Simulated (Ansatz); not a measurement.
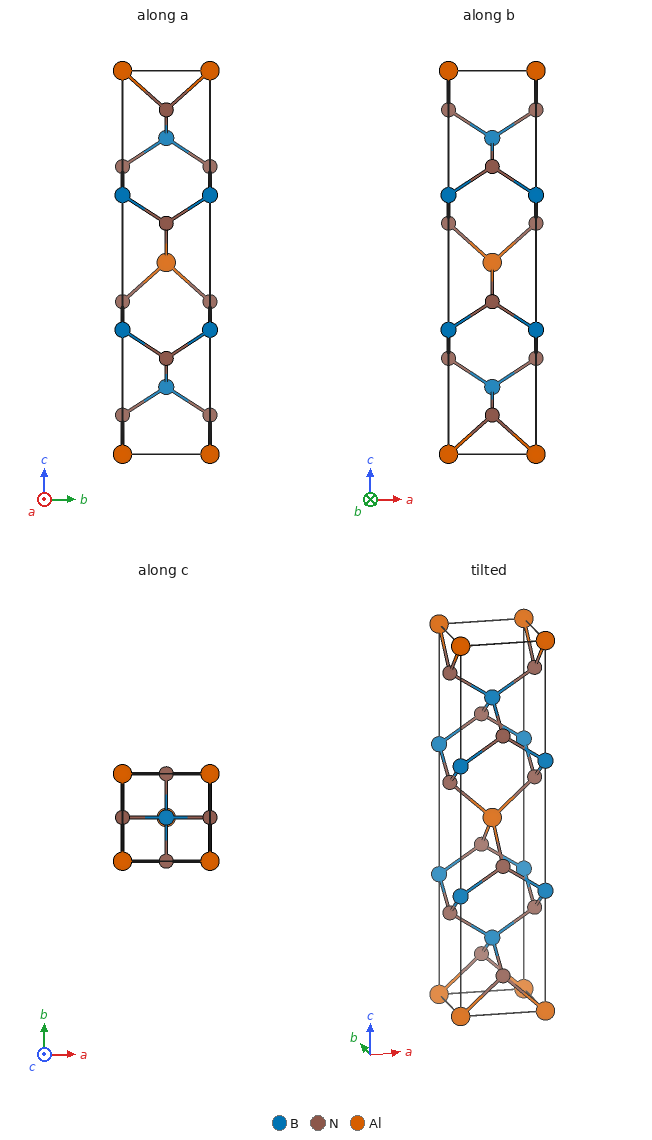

The image is a ball-and-stick drawing of a crystal, viewed along the a axis, along the b axis, along the c axis and slightly off an axis. Thin lines show the conventional unit cell, with boundary atoms drawn in all their periodic places.

Lattice parameters: a = 2.711 Å, b = 2.711 Å, c = 11.889 Å, α = 90.00°, β = 90.00°, γ = 90.00°. Put a along x and b in the xy plane.

### Write down what is shown as a POSCAR file, with free fractional coordinates to two decimals.

```
B N Al
1.0
     2.711    0.000    0.000
     0.000    2.711    0.000
     0.000    0.000   11.889
B N Al
4 6 2
Direct
  0.00 0.00 0.32
  0.50 0.50 0.18
  0.50 0.50 0.82
  0.00 0.00 0.68
  0.00 0.50 0.25
  0.50 0.00 0.10
  0.50 0.00 0.40
  0.50 0.00 0.75
  0.00 0.50 0.60
  0.00 0.50 0.90
  0.00 0.00 0.00
  0.50 0.50 0.50
```

Its origin is a structure type filled with these elements by a generator (whether the compound takes this form wasn't checked). The picture shows the end point of a geometry optimisation with DFT, r2SCAN, plane waves, PAW (Ansatz).
